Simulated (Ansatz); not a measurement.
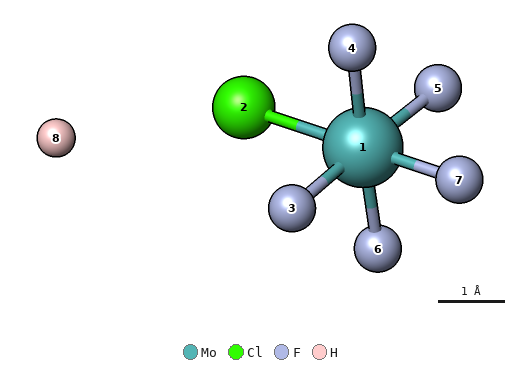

**Figure 1.** The structure as given in the input (ball-and-stick view, seen at a tilt; atoms are numbered from 1 in the order of the input). Sticks mark near contacts. Bond lengths as drawn: Cl–Mo 2.29 Å and F–Mo 1.85 Å.

## MoHClF5: molecular dynamics (part 1 of 5)

System: MoHClF5, multiplicity 2.
Method: UKS PBE/def2-SVP (Ansatz 0.2.0).

It belongs to a series of runs on one base structure; here: dynamics from the highest image of the converged band. Figures and captions count atoms from 1; the log counts them from 0 in places.

## Output
```
Engine: ansatz 0.2.0, aarch64-unknown-linux-gnu
Functional definition: PBE
  parameter kappa = 0.804
  parameter beta = 0.06672455060314922
  exchange = pbe_x(kappa = kappa, mu = beta*pi^2/3)
  correlation = pbe_c(beta = beta)
1296 factors; their error is unknown
mean field evaluation 1: about -27939.3974 eV, gradient 5.8e1 eV
mean field evaluation 2: about -27655.3056 eV, gradient 2.4e2 eV
mean field evaluation 4: about -27927.9967 eV, gradient 8.5e1 eV
mean field evaluation 8: about -27951.6742 eV, gradient 6.3e-1 eV
mean field evaluation 16: about -27951.6132 eV, gradient 4.7e-4 eV
mean field evaluation 32: about -27949.6854 eV, gradient 1.3e1 eV
mean field -27951.61324723 eV, -1027.2028405516 hartree, gradient 5.0e-5 eV, S^2 0.750002; 3 other end points of the search recorded, 0 dependent functions left out
the calculation of the forces begins
reference -27951.61332974 eV, -1027.2028435841 hartree; 39, 38 occupied and 85, 86 virtual orbitals, 1296 factors
md step     0: t =     0.00 fs  T =   300.0 K  F+E_penalty+E_count = -27951.61324723 eV  E_kin = 0.232668 eV  conserved = -27951.38057923 eV  (73 SCF iters)
these checks for a lower state are left out or cut short: starts, cluster_reference, orbital_swaps, neighbouring_geometries, increment
1296 factors; their error is unknown
mean field -27951.61272460 eV, -1027.2028213455 hartree, gradient 1.1e-5 eV, S^2 0.750003; 0 other end points of the search recorded, 0 dependent functions left out
the calculation of the forces begins
reference -27951.61280710 eV, -1027.2028243774 hartree; 39, 38 occupied and 85, 86 virtual orbitals, 1296 factors
md step     1: t =     0.50 fs  T =   299.3 K  F+E_penalty+E_count = -27951.61272460 eV  E_kin = 0.232145 eV  conserved = -27951.38057928 eV  (36 SCF iters)
[... from here on the SCF iterations and repeated set-up lines of each step are left out, up to the last step ...]
md step     2: t =     1.00 fs  T =   297.4 K  F+E_penalty+E_count = -27951.61119254 eV  E_kin = 0.230614 eV  conserved = -27951.38057850 eV  (37 SCF iters)
md step     3: t =     1.50 fs  T =   294.1 K  F+E_penalty+E_count = -27951.60866590 eV  E_kin = 0.228089 eV  conserved = -27951.38057680 eV  (36 SCF iters)
md step     4: t =     2.00 fs  T =   289.6 K  F+E_penalty+E_count = -27951.60517426 eV  E_kin = 0.224600 eV  conserved = -27951.38057419 eV  (36 SCF iters)
md step     5: t =     2.50 fs  T =   283.9 K  F+E_penalty+E_count = -27951.60076204 eV  E_kin = 0.220191 eV  conserved = -27951.38057089 eV  (35 SCF iters)
md step     6: t =     3.00 fs  T =   277.1 K  F+E_penalty+E_count = -27951.59548748 eV  E_kin = 0.214921 eV  conserved = -27951.38056660 eV  (35 SCF iters)
md step     7: t =     3.50 fs  T =   269.3 K  F+E_penalty+E_count = -27951.58942351 eV  E_kin = 0.208862 eV  conserved = -27951.38056181 eV  (36 SCF iters)
md step     8: t =     4.00 fs  T =   260.6 K  F+E_penalty+E_count = -27951.58265495 eV  E_kin = 0.202099 eV  conserved = -27951.38055579 eV  (37 SCF iters)
md step     9: t =     4.50 fs  T =   251.1 K  F+E_penalty+E_count = -27951.57528008 eV  E_kin = 0.194731 eV  conserved = -27951.38054912 eV  (36 SCF iters)
md step    10: t =     5.00 fs  T =   240.9 K  F+E_penalty+E_count = -27951.56740696 eV  E_kin = 0.186866 eV  conserved = -27951.38054137 eV  (37 SCF iters)
md step    11: t =     5.50 fs  T =   230.3 K  F+E_penalty+E_count = -27951.55915440 eV  E_kin = 0.178621 eV  conserved = -27951.38053362 eV  (37 SCF iters)
md step    12: t =     6.00 fs  T =   219.4 K  F+E_penalty+E_count = -27951.55064722 eV  E_kin = 0.170122 eV  conserved = -27951.38052553 eV  (37 SCF iters)
md step    13: t =     6.50 fs  T =   208.2 K  F+E_penalty+E_count = -27951.54201591 eV  E_kin = 0.161499 eV  conserved = -27951.38051721 eV  (35 SCF iters)
md step    14: t =     7.00 fs  T =   197.1 K  F+E_penalty+E_count = -27951.53339398 eV  E_kin = 0.152885 eV  conserved = -27951.38050888 eV  (34 SCF iters)
md step    15: t =     7.50 fs  T =   186.2 K  F+E_penalty+E_count = -27951.52491528 eV  E_kin = 0.144415 eV  conserved = -27951.38050068 eV  (37 SCF iters)
md step    16: t =     8.00 fs  T =   175.6 K  F+E_penalty+E_count = -27951.51671149 eV  E_kin = 0.136219 eV  conserved = -27951.38049277 eV  (35 SCF iters)
md step    17: t =     8.50 fs  T =   165.6 K  F+E_penalty+E_count = -27951.50890935 eV  E_kin = 0.128424 eV  conserved = -27951.38048532 eV  (36 SCF iters)
md step    18: t =     9.00 fs  T =   156.2 K  F+E_penalty+E_count = -27951.50162798 eV  E_kin = 0.121150 eV  conserved = -27951.38047838 eV  (35 SCF iters)
md step    19: t =     9.50 fs  T =   147.6 K  F+E_penalty+E_count = -27951.49497677 eV  E_kin = 0.114504 eV  conserved = -27951.38047232 eV  (30 SCF iters)
md step    20: t =    10.00 fs  T =   140.0 K  F+E_penalty+E_count = -27951.48905237 eV  E_kin = 0.108585 eV  conserved = -27951.38046716 eV  (30 SCF iters)
md step    21: t =    10.50 fs  T =   133.4 K  F+E_penalty+E_count = -27951.48393711 eV  E_kin = 0.103474 eV  conserved = -27951.38046301 eV  (30 SCF iters)
md step    22: t =    11.00 fs  T =   128.0 K  F+E_penalty+E_count = -27951.47969722 eV  E_kin = 0.099237 eV  conserved = -27951.38045995 eV  (30 SCF iters)
md step    23: t =    11.50 fs  T =   123.7 K  F+E_penalty+E_count = -27951.47638158 eV  E_kin = 0.095923 eV  conserved = -27951.38045808 eV  (29 SCF iters)
md step    24: t =    12.00 fs  T =   120.6 K  F+E_penalty+E_count = -27951.47402069 eV  E_kin = 0.093563 eV  conserved = -27951.38045732 eV  (30 SCF iters)
md step    25: t =    12.50 fs  T =   118.8 K  F+E_penalty+E_count = -27951.47262673 eV  E_kin = 0.092169 eV  conserved = -27951.38045770 eV  (30 SCF iters)
md step    26: t =    13.00 fs  T =   118.3 K  F+E_penalty+E_count = -27951.47219347 eV  E_kin = 0.091734 eV  conserved = -27951.38045920 eV  (30 SCF iters)
md step    27: t =    13.50 fs  T =   118.9 K  F+E_penalty+E_count = -27951.47269697 eV  E_kin = 0.092235 eV  conserved = -27951.38046173 eV  (30 SCF iters)
md step    28: t =    14.00 fs  T =   120.7 K  F+E_penalty+E_count = -27951.47409671 eV  E_kin = 0.093632 eV  conserved = -27951.38046520 eV  (30 SCF iters)
md step    29: t =    14.50 fs  T =   123.6 K  F+E_penalty+E_count = -27951.47633705 eV  E_kin = 0.095868 eV  conserved = -27951.38046949 eV  (30 SCF iters)
md step    30: t =    15.00 fs  T =   127.5 K  F+E_penalty+E_count = -27951.47934905 eV  E_kin = 0.098875 eV  conserved = -27951.38047448 eV  (31 SCF iters)
md step    31: t =    15.50 fs  T =   132.3 K  F+E_penalty+E_count = -27951.48305258 eV  E_kin = 0.102573 eV  conserved = -27951.38048001 eV  (36 SCF iters)
md step    32: t =    16.00 fs  T =   137.8 K  F+E_penalty+E_count = -27951.48735848 eV  E_kin = 0.106873 eV  conserved = -27951.38048594 eV  (37 SCF iters)
md step    33: t =    16.50 fs  T =   144.0 K  F+E_penalty+E_count = -27951.49217084 eV  E_kin = 0.111679 eV  conserved = -27951.38049207 eV  (36 SCF iters)
md step    34: t =    17.00 fs  T =   150.7 K  F+E_penalty+E_count = -27951.49738958 eV  E_kin = 0.116891 eV  conserved = -27951.38049838 eV  (37 SCF iters)
md step    35: t =    17.50 fs  T =   157.8 K  F+E_penalty+E_count = -27951.50291227 eV  E_kin = 0.122408 eV  conserved = -27951.38050466 eV  (37 SCF iters)
md step    36: t =    18.00 fs  T =   165.2 K  F+E_penalty+E_count = -27951.50863650 eV  E_kin = 0.128126 eV  conserved = -27951.38051081 eV  (37 SCF iters)
md step    37: t =    18.50 fs  T =   172.7 K  F+E_penalty+E_count = -27951.51446216 eV  E_kin = 0.133945 eV  conserved = -27951.38051722 eV  (37 SCF iters)
md step    38: t =    19.00 fs  T =   180.2 K  F+E_penalty+E_count = -27951.52029121 eV  E_kin = 0.139768 eV  conserved = -27951.38052280 eV  (38 SCF iters)
md step    39: t =    19.50 fs  T =   187.6 K  F+E_penalty+E_count = -27951.52603200 eV  E_kin = 0.145504 eV  conserved = -27951.38052799 eV  (38 SCF iters)
md step    40: t =    20.00 fs  T =   194.8 K  F+E_penalty+E_count = -27951.53159847 eV  E_kin = 0.151066 eV  conserved = -27951.38053273 eV  (38 SCF iters)
md step    41: t =    20.50 fs  T =   201.6 K  F+E_penalty+E_count = -27951.53691144 eV  E_kin = 0.156374 eV  conserved = -27951.38053700 eV  (71 SCF iters)
md step    42: t =    21.00 fs  T =   208.1 K  F+E_penalty+E_count = -27951.54189931 eV  E_kin = 0.161359 eV  conserved = -27951.38054077 eV  (37 SCF iters)
md step    43: t =    21.50 fs  T =   214.0 K  F+E_penalty+E_count = -27951.54649842 eV  E_kin = 0.165954 eV  conserved = -27951.38054402 eV  (38 SCF iters)
md step    44: t =    22.00 fs  T =   219.3 K  F+E_penalty+E_count = -27951.55065323 eV  E_kin = 0.170106 eV  conserved = -27951.38054676 eV  (39 SCF iters)
md step    45: t =    22.50 fs  T =   224.1 K  F+E_penalty+E_count = -27951.55431642 eV  E_kin = 0.173767 eV  conserved = -27951.38054900 eV  (38 SCF iters)
md step    46: t =    23.00 fs  T =   228.1 K  F+E_penalty+E_count = -27951.55744874 eV  E_kin = 0.176898 eV  conserved = -27951.38055078 eV  (38 SCF iters)
md step    47: t =    23.50 fs  T =   231.4 K  F+E_penalty+E_count = -27951.56001867 eV  E_kin = 0.179467 eV  conserved = -27951.38055197 eV  (37 SCF iters)
md step    48: t =    24.00 fs  T =   234.0 K  F+E_penalty+E_count = -27951.56200271 eV  E_kin = 0.181450 eV  conserved = -27951.38055283 eV  (37 SCF iters)
md step    49: t =    24.50 fs  T =   235.7 K  F+E_penalty+E_count = -27951.56338436 eV  E_kin = 0.182831 eV  conserved = -27951.38055328 eV  (38 SCF iters)
md step    50: t =    25.00 fs  T =   236.7 K  F+E_penalty+E_count = -27951.56415419 eV  E_kin = 0.183601 eV  conserved = -27951.38055333 eV  (36 SCF iters)
md step    51: t =    25.50 fs  T =   236.9 K  F+E_penalty+E_count = -27951.56430905 eV  E_kin = 0.183757 eV  conserved = -27951.38055252 eV  (35 SCF iters)
md step    52: t =    26.00 fs  T =   236.3 K  F+E_penalty+E_count = -27951.56385371 eV  E_kin = 0.183302 eV  conserved = -27951.38055181 eV  (35 SCF iters)
md step    53: t =    26.50 fs  T =   235.0 K  F+E_penalty+E_count = -27951.56279763 eV  E_kin = 0.182247 eV  conserved = -27951.38055077 eV  (36 SCF iters)
md step    54: t =    27.00 fs  T =   232.9 K  F+E_penalty+E_count = -27951.56115670 eV  E_kin = 0.180607 eV  conserved = -27951.38054939 eV  (36 SCF iters)
md step    55: t =    27.50 fs  T =   230.0 K  F+E_penalty+E_count = -27951.55895259 eV  E_kin = 0.178405 eV  conserved = -27951.38054773 eV  (35 SCF iters)
md step    56: t =    28.00 fs  T =   226.5 K  F+E_penalty+E_count = -27951.55621254 eV  E_kin = 0.175667 eV  conserved = -27951.38054579 eV  (35 SCF iters)
md step    57: t =    28.50 fs  T =   222.3 K  F+E_penalty+E_count = -27951.55296912 eV  E_kin = 0.172426 eV  conserved = -27951.38054346 eV  (35 SCF iters)
md step    58: t =    29.00 fs  T =   217.5 K  F+E_penalty+E_count = -27951.54926044 eV  E_kin = 0.168720 eV  conserved = -27951.38054080 eV  (35 SCF iters)
md step    59: t =    29.50 fs  T =   212.2 K  F+E_penalty+E_count = -27951.54512978 eV  E_kin = 0.164592 eV  conserved = -27951.38053783 eV  (35 SCF iters)
md step    60: t =    30.00 fs  T =   206.4 K  F+E_penalty+E_count = -27951.54062550 eV  E_kin = 0.160091 eV  conserved = -27951.38053456 eV  (35 SCF iters)
md step    61: t =    30.50 fs  T =   200.2 K  F+E_penalty+E_count = -27951.53580084 eV  E_kin = 0.155270 eV  conserved = -27951.38053102 eV  (35 SCF iters)
md step    62: t =    31.00 fs  T =   193.6 K  F+E_penalty+E_count = -27951.53071366 eV  E_kin = 0.150186 eV  conserved = -27951.38052721 eV  (35 SCF iters)
md step    63: t =    31.50 fs  T =   186.8 K  F+E_penalty+E_count = -27951.52542616 eV  E_kin = 0.144903 eV  conserved = -27951.38052315 eV  (35 SCF iters)
md step    64: t =    32.00 fs  T =   179.9 K  F+E_penalty+E_count = -27951.52000445 eV  E_kin = 0.139486 eV  conserved = -27951.38051888 eV  (35 SCF iters)
md step    65: t =    32.50 fs  T =   172.8 K  F+E_penalty+E_count = -27951.51451800 eV  E_kin = 0.134004 eV  conserved = -27951.38051443 eV  (35 SCF iters)
md step    66: t =    33.00 fs  T =   165.7 K  F+E_penalty+E_count = -27951.50903903 eV  E_kin = 0.128529 eV  conserved = -27951.38050985 eV  (34 SCF iters)
md step    67: t =    33.50 fs  T =   158.8 K  F+E_penalty+E_count = -27951.50364180 eV  E_kin = 0.123137 eV  conserved = -27951.38050519 eV  (34 SCF iters)
md step    68: t =    34.00 fs  T =   152.0 K  F+E_penalty+E_count = -27951.49840167 eV  E_kin = 0.117901 eV  conserved = -27951.38050052 eV  (35 SCF iters)
md step    69: t =    34.50 fs  T =   145.6 K  F+E_penalty+E_count = -27951.49339419 eV  E_kin = 0.112898 eV  conserved = -27951.38049590 eV  (36 SCF iters)
md step    70: t =    35.00 fs  T =   139.5 K  F+E_penalty+E_count = -27951.48869346 eV  E_kin = 0.108203 eV  conserved = -27951.38049089 eV  (35 SCF iters)
md step    71: t =    35.50 fs  T =   134.0 K  F+E_penalty+E_count = -27951.48437305 eV  E_kin = 0.103886 eV  conserved = -27951.38048659 eV  (30 SCF iters)
md step    72: t =    36.00 fs  T =   129.0 K  F+E_penalty+E_count = -27951.48050177 eV  E_kin = 0.100019 eV  conserved = -27951.38048255 eV  (29 SCF iters)
md step    73: t =    36.50 fs  T =   124.6 K  F+E_penalty+E_count = -27951.47714437 eV  E_kin = 0.096665 eV  conserved = -27951.38047887 eV  (30 SCF iters)
md step    74: t =    37.00 fs  T =   121.1 K  F+E_penalty+E_count = -27951.47436027 eV  E_kin = 0.093884 eV  conserved = -27951.38047607 eV  (29 SCF iters)
md step    75: t =    37.50 fs  T =   118.3 K  F+E_penalty+E_count = -27951.47220059 eV  E_kin = 0.091727 eV  conserved = -27951.38047333 eV  (29 SCF iters)
md step    76: t =    38.00 fs  T =   116.4 K  F+E_penalty+E_count = -27951.47070964 eV  E_kin = 0.090238 eV  conserved = -27951.38047116 eV  (29 SCF iters)
md step    77: t =    38.50 fs  T =   115.3 K  F+E_penalty+E_count = -27951.46992211 eV  E_kin = 0.089452 eV  conserved = -27951.38046962 eV  (30 SCF iters)
md step    78: t =    39.00 fs  T =   115.3 K  F+E_penalty+E_count = -27951.46986258 eV  E_kin = 0.089394 eV  conserved = -27951.38046876 eV  (29 SCF iters)
md step    79: t =    39.50 fs  T =   116.1 K  F+E_penalty+E_count = -27951.47054485 eV  E_kin = 0.090076 eV  conserved = -27951.38046864 eV  (29 SCF iters)
md step    80: t =    40.00 fs  T =   118.0 K  F+E_penalty+E_count = -27951.47197121 eV  E_kin = 0.091502 eV  conserved = -27951.38046922 eV  (30 SCF iters)
md step    81: t =    40.50 fs  T =   120.8 K  F+E_penalty+E_count = -27951.47413236 eV  E_kin = 0.093662 eV  conserved = -27951.38047056 eV  (30 SCF iters)
md step    82: t =    41.00 fs  T =   124.5 K  F+E_penalty+E_count = -27951.47700708 eV  E_kin = 0.096534 eV  conserved = -27951.38047263 eV  (29 SCF iters)
md step    83: t =    41.50 fs  T =   129.1 K  F+E_penalty+E_count = -27951.48056246 eV  E_kin = 0.100087 eV  conserved = -27951.38047541 eV  (71 SCF iters)
md step    84: t =    42.00 fs  T =   134.5 K  F+E_penalty+E_count = -27951.48475424 eV  E_kin = 0.104275 eV  conserved = -27951.38047888 eV  (30 SCF iters)
md step    85: t =    42.50 fs  T =   140.6 K  F+E_penalty+E_count = -27951.48952738 eV  E_kin = 0.109044 eV  conserved = -27951.38048297 eV  (36 SCF iters)
md step    86: t =    43.00 fs  T =   147.4 K  F+E_penalty+E_count = -27951.49481691 eV  E_kin = 0.114329 eV  conserved = -27951.38048763 eV  (36 SCF iters)
md step    87: t =    43.50 fs  T =   154.8 K  F+E_penalty+E_count = -27951.50054901 eV  E_kin = 0.120056 eV  conserved = -27951.38049289 eV  (36 SCF iters)
md step    88: t =    44.00 fs  T =   162.6 K  F+E_penalty+E_count = -27951.50664179 eV  E_kin = 0.126143 eV  conserved = -27951.38049845 eV  (36 SCF iters)
md step    89: t =    44.50 fs  T =   170.8 K  F+E_penalty+E_count = -27951.51300727 eV  E_kin = 0.132503 eV  conserved = -27951.38050431 eV  (35 SCF iters)
md step    90: t =    45.00 fs  T =   179.3 K  F+E_penalty+E_count = -27951.51955289 eV  E_kin = 0.139042 eV  conserved = -27951.38051088 eV  (35 SCF iters)
md step    91: t =    45.50 fs  T =   187.8 K  F+E_penalty+E_count = -27951.52618121 eV  E_kin = 0.145664 eV  conserved = -27951.38051708 eV  (36 SCF iters)
md step    92: t =    46.00 fs  T =   196.3 K  F+E_penalty+E_count = -27951.53279445 eV  E_kin = 0.152271 eV  conserved = -27951.38052328 eV  (35 SCF iters)
md step    93: t =    46.50 fs  T =   204.7 K  F+E_penalty+E_count = -27951.53929417 eV  E_kin = 0.158765 eV  conserved = -27951.38052940 eV  (36 SCF iters)
md step    94: t =    47.00 fs  T =   212.8 K  F+E_penalty+E_count = -27951.54558338 eV  E_kin = 0.165048 eV  conserved = -27951.38053536 eV  (36 SCF iters)
md step    95: t =    47.50 fs  T =   220.5 K  F+E_penalty+E_count = -27951.55156799 eV  E_kin = 0.171027 eV  conserved = -27951.38054101 eV  (36 SCF iters)
md step    96: t =    48.00 fs  T =   227.7 K  F+E_penalty+E_count = -27951.55715865 eV  E_kin = 0.176612 eV  conserved = -27951.38054637 eV  (36 SCF iters)
md step    97: t =    48.50 fs  T =   234.3 K  F+E_penalty+E_count = -27951.56227161 eV  E_kin = 0.181720 eV  conserved = -27951.38055117 eV  (36 SCF iters)
md step    98: t =    49.00 fs  T =   240.2 K  F+E_penalty+E_count = -27951.56683032 eV  E_kin = 0.186275 eV  conserved = -27951.38055502 eV  (35 SCF iters)
md step    99: t =    49.50 fs  T =   245.3 K  F+E_penalty+E_count = -27951.57076786 eV  E_kin = 0.190209 eV  conserved = -27951.38055870 eV  (35 SCF iters)
md step   100: t =    50.00 fs  T =   249.5 K  F+E_penalty+E_count = -27951.57402558 eV  E_kin = 0.193464 eV  conserved = -27951.38056172 eV  (36 SCF iters)
md step   101: t =    50.50 fs  T =   252.7 K  F+E_penalty+E_count = -27951.57655572 eV  E_kin = 0.195992 eV  conserved = -27951.38056404 eV  (36 SCF iters)
md step   102: t =    51.00 fs  T =   255.0 K  F+E_penalty+E_count = -27951.57832165 eV  E_kin = 0.197756 eV  conserved = -27951.38056562 eV  (36 SCF iters)
md step   103: t =    51.50 fs  T =   256.2 K  F+E_penalty+E_count = -27951.57929848 eV  E_kin = 0.198732 eV  conserved = -27951.38056645 eV  (37 SCF iters)
md step   104: t =    52.00 fs  T =   256.5 K  F+E_penalty+E_count = -27951.57947342 eV  E_kin = 0.198907 eV  conserved = -27951.38056650 eV  (38 SCF iters)
md step   105: t =    52.50 fs  T =   255.7 K  F+E_penalty+E_count = -27951.57884591 eV  E_kin = 0.198280 eV  conserved = -27951.38056578 eV  (36 SCF iters)
md step   106: t =    53.00 fs  T =   253.8 K  F+E_penalty+E_count = -27951.57742766 eV  E_kin = 0.196863 eV  conserved = -27951.38056431 eV  (37 SCF iters)
md step   107: t =    53.50 fs  T =   251.0 K  F+E_penalty+E_count = -27951.57524237 eV  E_kin = 0.194680 eV  conserved = -27951.38056211 eV  (38 SCF iters)
md step   108: t =    54.00 fs  T =   247.3 K  F+E_penalty+E_count = -27951.57232580 eV  E_kin = 0.191766 eV  conserved = -27951.38055966 eV  (37 SCF iters)
md step   109: t =    54.50 fs  T =   242.6 K  F+E_penalty+E_count = -27951.56872333 eV  E_kin = 0.188167 eV  conserved = -27951.38055613 eV  (36 SCF iters)
md step   110: t =    55.00 fs  T =   237.2 K  F+E_penalty+E_count = -27951.56449184 eV  E_kin = 0.183940 eV  conserved = -27951.38055202 eV  (36 SCF iters)
md step   111: t =    55.50 fs  T =   231.0 K  F+E_penalty+E_count = -27951.55969690 eV  E_kin = 0.179150 eV  conserved = -27951.38054735 eV  (35 SCF iters)
md step   112: t =    56.00 fs  T =   224.2 K  F+E_penalty+E_count = -27951.55441221 eV  E_kin = 0.173870 eV  conserved = -27951.38054231 eV  (38 SCF iters)
md step   113: t =    56.50 fs  T =   216.9 K  F+E_penalty+E_count = -27951.54871845 eV  E_kin = 0.168181 eV  conserved = -27951.38053739 eV  (37 SCF iters)
md step   114: t =    57.00 fs  T =   209.1 K  F+E_penalty+E_count = -27951.54269934 eV  E_kin = 0.162168 eV  conserved = -27951.38053087 eV  (36 SCF iters)
md step   115: t =    57.50 fs  T =   201.0 K  F+E_penalty+E_count = -27951.53644642 eV  E_kin = 0.155921 eV  conserved = -27951.38052513 eV  (35 SCF iters)
md step   116: t =    58.00 fs  T =   192.8 K  F+E_penalty+E_count = -27951.53005014 eV  E_kin = 0.149531 eV  conserved = -27951.38051934 eV  (35 SCF iters)
md step   117: t =    58.50 fs  T =   184.5 K  F+E_penalty+E_count = -27951.52360239 eV  E_kin = 0.143089 eV  conserved = -27951.38051364 eV  (37 SCF iters)
md step   118: t =    59.00 fs  T =   176.2 K  F+E_penalty+E_count = -27951.51719385 eV  E_kin = 0.136686 eV  conserved = -27951.38050811 eV  (35 SCF iters)
md step   119: t =    59.50 fs  T =   168.1 K  F+E_penalty+E_count = -27951.51091251 eV  E_kin = 0.130410 eV  conserved = -27951.38050285 eV  (36 SCF iters)
md step   120: t =    60.00 fs  T =   160.3 K  F+E_penalty+E_count = -27951.50484217 eV  E_kin = 0.124344 eV  conserved = -27951.38049794 eV  (36 SCF iters)
```
